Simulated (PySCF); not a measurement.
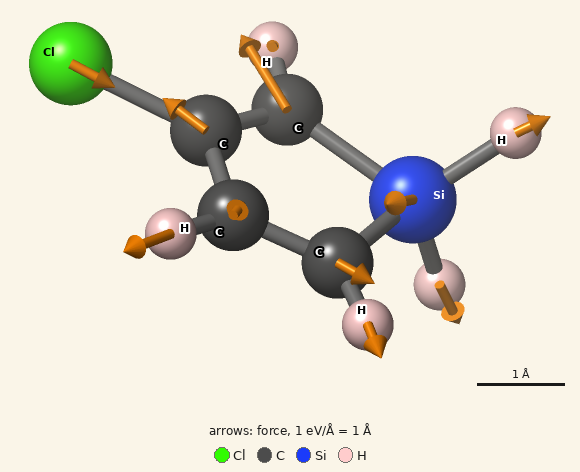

Starting geometry of C₄H₅ClSi with the computed forces as orange arrows. A ball-and-stick model, seen from a free direction.

The start comes from GFN2-xTB. Its atoms were then displaced at random by about 0.01 Å.

All numbers below come from PySCF, PBE0-D3(BJ)/def2-SVP geometry optimisation, gas phase. 

### Is this structure relaxed? If not, where do the atoms go?

It isn't relaxed: the largest force vector, on a C atom, is 1.26 eV/Å. The final displacements follow the starting forces only in part (cosine between the two patterns 0.73). After 4 geometry steps the energy has fallen by 8.81 kJ/mol. The largest moves after the best rigid fit, 0.050 Å, are those of C and H atoms. By element the largest moves are C 0.050 Å, H 0.050 Å, Cl 0.033 Å, Si 0.021 Å. Some distances before and after: H–Si 1.455 → 1.494 Å, C–Si 1.834 → 1.870 Å, C–Cl 1.754 → 1.730 Å, C–H 1.071 → 1.094 Å. Bond angles that change, for instance: C–C–Si 108.4° → 105.6°, H–Si–H 111.1° → 108.5°, C–Si–C 90.8° → 92.9°.
